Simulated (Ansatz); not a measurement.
**1x4x4 LiF rock-salt block (Li₈F₈): single points with varied inputs, part 1 of 2**

How do the results and run time of 1x4x4 LiF rock-salt block (Li₈F₈) respond when the settings are drawn wide?

Program: Ansatz 0.2.0, Gaussian basis. Level of theory: the settings change from run to run. These are calculated values, not measurements.

## 1. The geometry

The geometry comes from an earlier relaxation with PBE0-D4/def2-SVP; it is a stationary point, not always the lowest conformer.

16 atoms, charge 0, spin multiplicity 1.

Atoms are counted from 1 here; the program's logs count them from 0.

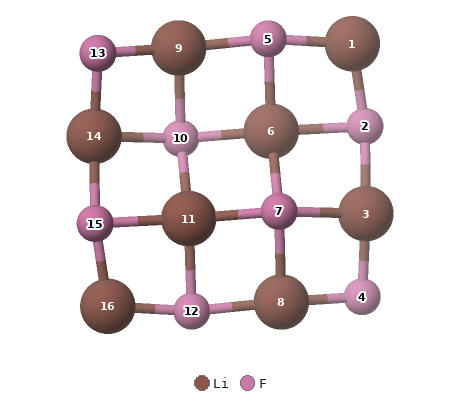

The structure; lithium brown, fluorine pink; atoms are numbered from 1 in the order of the file.

## 2. rPW86-PBE/def2-SVP

Set apart from the defaults: coordinates scaled by 1.12.

in.yaml reads:

```yaml
crystal:
  periodic: [false, false, false]
  atoms:
    - {symbol: Li, position_ang: [0.112566, -2.874030, -2.808517]}
    - {symbol: F, position_ang: [-0.276587, -3.137076, -0.953084]}
    - {symbol: Li, position_ang: [0.213477, -2.995559, 0.995791]}
    - {symbol: F, position_ang: [-0.268448, -2.904482, 2.845353]}
    - {symbol: F, position_ang: [0.174174, -0.972134, -2.999706]}
    - {symbol: Li, position_ang: [-0.268410, -1.015683, -0.935427]}
    - {symbol: F, position_ang: [0.730235, -0.959386, 0.861715]}
    - {symbol: Li, position_ang: [0.068431, -1.021442, 2.884629]}
    - {symbol: Li, position_ang: [-0.065157, 1.021957, -2.883718]}
    - {symbol: F, position_ang: [-0.740922, 0.960919, -0.865153]}
    - {symbol: Li, position_ang: [0.255393, 1.015225, 0.933544]}
    - {symbol: F, position_ang: [-0.172764, 0.972421, 3.000700]}
    - {symbol: F, position_ang: [0.277869, 2.903614, -2.842428]}
    - {symbol: Li, position_ang: [-0.215103, 2.996344, -0.996042]}
    - {symbol: F, position_ang: [0.275174, 3.135448, 0.951940]}
    - {symbol: Li, position_ang: [-0.099927, 2.873873, 2.810426]}
basis:
  gaussian: {orbitals: def2-SVP}
hamiltonian: {xc: {name: rPW86-PBE}}
scf: {omitted_lower_state_checks: [starts]}
output: {forces: true}
```

Run with:

```sh
$ ansatz run in.yaml --threads 4 --pin off --events-out ev --progress --plain --max-ram 8704MiB
```

The program printed, cut to the lines that bear on the results:

```text
Functional definition: rPW86-PBE
  name "rPW86-PBE"
  cite "Murray, Lee & Langreth, J. Chem. Theory Comput. 5, 2754 (2009) doi:10.1021/ct900365q"
  cite "Perdew, Burke & Ernzerhof, Phys. Rev. Lett. 77, 3865 (1996) doi:10.1103/PhysRevLett.77.3865"
  parent pbe
[...]
2272 factors; their error is unknown
[...]
mean field -23422.19383233 eV, -860.7497472048 hartree, gradient 1.1e-5 eV, S^2 0.000000; 0 other end points of the search recorded, 0 dependent functions left out
[...]
reference -23422.19405191 eV, -860.7497552743 hartree; 48, 48 occupied and 136, 136 virtual orbitals, 2272 factors
Total energy: -23422.19405191 eV, -860.7497552743 hartree
Atom 0 at     0.112566    -2.874030    -2.808517 Å, force    -0.165705     0.960791     0.957690 eV/Å
Atom 1 at    -0.276587    -3.137076    -0.953084 Å, force     0.403294     0.768137    -0.284675 eV/Å
Atom 2 at     0.213477    -2.995559     0.995791 Å, force    -0.342846     0.526109     0.280106 eV/Å
Atom 3 at    -0.268448    -2.904482     2.845353 Å, force     0.496756     1.057574    -1.073856 eV/Å
Atom 4 at     0.174174    -0.972134    -2.999706 Å, force    -0.263238    -0.307887     0.741706 eV/Å
Atom 5 at    -0.268410    -1.015683    -0.935427 Å, force     0.235983     0.142393     0.053439 eV/Å
Atom 6 at     0.730235    -0.959386     0.861715 Å, force    -0.757627     0.126917    -0.046450 eV/Å
Atom 7 at     0.068431    -1.021442     2.884629 Å, force    -0.169231    -0.290382    -0.468443 eV/Å
Atom 8 at    -0.065157     1.021957    -2.883718 Å, force     0.169433     0.288760     0.468278 eV/Å
Atom 9 at    -0.740922     0.960919    -0.865153 Å, force     0.760219    -0.128190     0.050350 eV/Å
Atom 10 at     0.255393     1.015225     0.933544 Å, force    -0.225533    -0.142121    -0.055245 eV/Å
Atom 11 at    -0.172764     0.972421     3.000700 Å, force     0.266045     0.307752    -0.740215 eV/Å
Atom 12 at     0.277869     2.903614    -2.842428 Å, force    -0.507699    -1.055512     1.071224 eV/Å
Atom 13 at    -0.215103     2.996344    -0.996042 Å, force     0.348585    -0.526586    -0.280053 eV/Å
Atom 14 at     0.275174     3.135448     0.951940 Å, force    -0.399240    -0.767438     0.286289 eV/Å
Atom 15 at    -0.099927     2.873873     2.810426 Å, force     0.150804    -0.960317    -0.960145 eV/Å
Dipole moment:     0.002799     0.000982     0.001016 e Å
Checks for a lower state left out: starts
```

It took 12 s on 4 threads of Intel Xeon Platinum 8259CL at 2.50GHz, shared host.

Largest force 1.587 eV/Å, dipole 0.02 D.

## 3. B3LYP5/def2-mTZVP

in.yaml reads:

```yaml
crystal:
  periodic: [false, false, false]
  atoms:
    - {symbol: Li, position_ang: [0.100505, -2.566098, -2.507604]}
    - {symbol: F, position_ang: [-0.246953, -2.800961, -0.850968]}
    - {symbol: Li, position_ang: [0.190604, -2.674606, 0.889099]}
    - {symbol: F, position_ang: [-0.239686, -2.593288, 2.540494]}
    - {symbol: F, position_ang: [0.155513, -0.867976, -2.678309]}
    - {symbol: Li, position_ang: [-0.239652, -0.906860, -0.835203]}
    - {symbol: F, position_ang: [0.651996, -0.856595, 0.769389]}
    - {symbol: Li, position_ang: [0.061099, -0.912001, 2.575561]}
    - {symbol: Li, position_ang: [-0.058175, 0.912462, -2.574748]}
    - {symbol: F, position_ang: [-0.661538, 0.857963, -0.772458]}
    - {symbol: Li, position_ang: [0.228029, 0.906451, 0.833521]}
    - {symbol: F, position_ang: [-0.154253, 0.868233, 2.679196]}
    - {symbol: F, position_ang: [0.248097, 2.592513, -2.537883]}
    - {symbol: Li, position_ang: [-0.192057, 2.675307, -0.889323]}
    - {symbol: F, position_ang: [0.245691, 2.799507, 0.849946]}
    - {symbol: Li, position_ang: [-0.089221, 2.565958, 2.509309]}
basis:
  gaussian: {orbitals: def2-mTZVP}
hamiltonian: {xc: {name: B3LYP5}}
scf: {omitted_lower_state_checks: [starts]}
output: {forces: true}
```

Launched as before.

The program printed, cut to the lines that bear on the results:

```text
Functional definition: B3LYP5
  name "B3LYP5"
  cite "Stephens, Devlin, Chabalowski & Frisch, J. Phys. Chem. 98, 11623 (1994) doi:10.1021/j100096a001"
  cite "Becke, Phys. Rev. A 38, 3098 (1988) doi:10.1103/PhysRevA.38.3098"
  cite "Lee, Yang & Parr, Phys. Rev. B 37, 785 (1988) doi:10.1103/PhysRevB.37.785"
  cite "Vosko, Wilk & Nusair, Can. J. Phys. 58, 1200 (1980) doi:10.1139/p80-159"
[...]
1912 factors; their error is unknown
[...]
mean field -23402.35753722 eV, -860.0207768050 hartree, gradient 1.9e-5 eV, S^2 0.000000; 0 other end points of the search recorded, 0 dependent functions left out
[...]
reference -23402.35801107 eV, -860.0207942188 hartree; 48, 48 occupied and 168, 168 virtual orbitals, 1912 factors
Total energy: -23402.35801107 eV, -860.0207942188 hartree
Atom 0 at     0.100505    -2.566098    -2.507604 Å, force     0.055276    -0.262034    -0.266637 eV/Å
[...]
Atom 7 at     0.061099    -0.912001     2.575561 Å, force     0.003562     0.115005     0.191315 eV/Å
Atom 8 at    -0.058175     0.912462    -2.574748 Å, force    -0.003211    -0.117098    -0.192239 eV/Å
Atom 9 at    -0.661538     0.857963    -0.772458 Å, force    -0.238747    -0.024640     0.000920 eV/Å
Atom 10 at     0.228029     0.906451     0.833521 Å, force    -0.015888     0.022667     0.003949 eV/Å
Atom 11 at    -0.154253     0.868233     2.679196 Å, force    -0.034542    -0.114611     0.286893 eV/Å
Atom 12 at     0.248097     2.592513    -2.537883 Å, force     0.107599     0.330132    -0.363490 eV/Å
Atom 13 at    -0.192057     2.675307    -0.889323 Å, force    -0.035656     0.241464     0.101233 eV/Å
Atom 14 at     0.245691     2.799507     0.849946 Å, force     0.114820     0.246940    -0.087584 eV/Å
Atom 15 at    -0.089221     2.565958     2.509309 Å, force    -0.052568     0.264280     0.267504 eV/Å
Dipole moment:     0.002343     0.001115     0.000942 e Å
Checks for a lower state left out: starts
```

It took 8.5 s on 4 threads of Intel Xeon Platinum 8259CL at 2.50GHz, shared host; peak memory 0.87 GiB.

Largest force 0.503 eV/Å, dipole 0.01 D.

## 4. PBE-QIDH/6-31G*

Set apart from the defaults: charge +1, multiplicity 2, atoms shaken by 0.03 Å, a grid of angular degree 23.

in.yaml reads:

```yaml
crystal:
  periodic: [false, false, false]
  atoms:
    - {symbol: Li, position_ang: [0.028440, -2.535260, -2.521161]}
    - {symbol: F, position_ang: [-0.267755, -2.773309, -0.868886]}
    - {symbol: Li, position_ang: [0.194368, -2.718606, 0.893359]}
    - {symbol: F, position_ang: [-0.217652, -2.595717, 2.508832]}
    - {symbol: F, position_ang: [0.170879, -0.795829, -2.689802]}
    - {symbol: Li, position_ang: [-0.264023, -0.920532, -0.828825]}
    - {symbol: F, position_ang: [0.670657, -0.845957, 0.815940]}
    - {symbol: Li, position_ang: [0.033379, -0.908092, 2.540335]}
    - {symbol: Li, position_ang: [-0.045308, 0.876059, -2.552823]}
    - {symbol: F, position_ang: [-0.634399, 0.801433, -0.738186]}
    - {symbol: Li, position_ang: [0.228807, 0.887032, 0.855228]}
    - {symbol: F, position_ang: [-0.177215, 0.859633, 2.639140]}
    - {symbol: F, position_ang: [0.277828, 2.582082, -2.491985]}
    - {symbol: Li, position_ang: [-0.217556, 2.706556, -0.933788]}
    - {symbol: F, position_ang: [0.205276, 2.783282, 0.913800]}
    - {symbol: Li, position_ang: [-0.074527, 2.564691, 2.486888]}
basis:
  gaussian: {orbitals: "6-31G*", final_grid: {core_spheres: 8, valence_spheres: 7, degree: 23}}
total_charge: 1
magnetization: {spin_polarized: true, initial_magnetization: 1}
hamiltonian: {xc: {name: PBE-QIDH}}
scf: {omitted_lower_state_checks: [starts]}
output: {forces: true}
```

Same command.

The program printed, cut to the lines that bear on the results:

```text
Functional definition: PBE-QIDH
  name "PBE-QIDH"
  cite "Brémond, Sancho-García, Pérez-Jiménez & Adamo, J. Chem. Phys. 141, 031101 (2014) doi:10.1063/1.4890314"
  cite "Perdew, Burke & Ernzerhof, Phys. Rev. Lett. 77, 3865 (1996) doi:10.1103/PhysRevLett.77.3865"
[...]
2128 factors; integrals over basis functions are off by at most 3.2e-4 eV
[...]
mean field -23339.98880028 eV, -857.7287679975 hartree, gradient 1.6e-6 eV, S^2 0.752332; 0 other end points of the search recorded, 0 dependent functions left out
8 core orbitals not correlated: weight in the atoms' cores, before any rotation towards them, 1.000 or more for the frozen orbitals, at most 0.000 for the correlated occupied ones
reference -23339.98883542 eV, -857.7287692892 hartree; 40, 39 occupied and 192, 193 virtual orbitals, 2128 factors
second order -45.90250700 eV of doubles, -0.00000000 eV of singles
[...]
Atom 7 at     0.033379    -0.908092     2.540335 Å, force     0.309194     3.233667     0.145207 eV/Å
Atom 8 at    -0.045308     0.876059    -2.552823 Å, force     0.054689     0.917919    -0.180879 eV/Å
Atom 9 at    -0.634399     0.801433    -0.738186 Å, force    -0.159828    -0.017515     0.247038 eV/Å
Atom 10 at     0.228807     0.887032     0.855228 Å, force    -0.102544     0.929292    -0.396481 eV/Å
Atom 11 at    -0.177215     0.859633     2.639140 Å, force    -0.063187    -1.082100     0.383542 eV/Å
Atom 12 at     0.277828     2.582082    -2.491985 Å, force     0.058543    -0.290064    -0.489519 eV/Å
Atom 13 at    -0.217556     2.706556    -0.933788 Å, force    -0.038196     0.152574     0.857847 eV/Å
Atom 14 at     0.205276     2.783282     0.913800 Å, force     0.179976    -0.082802    -1.279468 eV/Å
Atom 15 at    -0.074527     2.564691     2.486888 Å, force    -0.206944     0.346998     0.950891 eV/Å
Dipole moment:    -0.258216    -2.323568     2.023668 e Å
Checks for a lower state left out: starts
```

Run time: 84 s. Hardware: 4 threads of Intel Xeon Platinum 8259CL at 2.50GHz, shared host; peak memory 1.6 GiB.

Largest force 3.632 eV/Å, ⟨S²⟩ 0.752.

(Continued in part 2 of 2.)
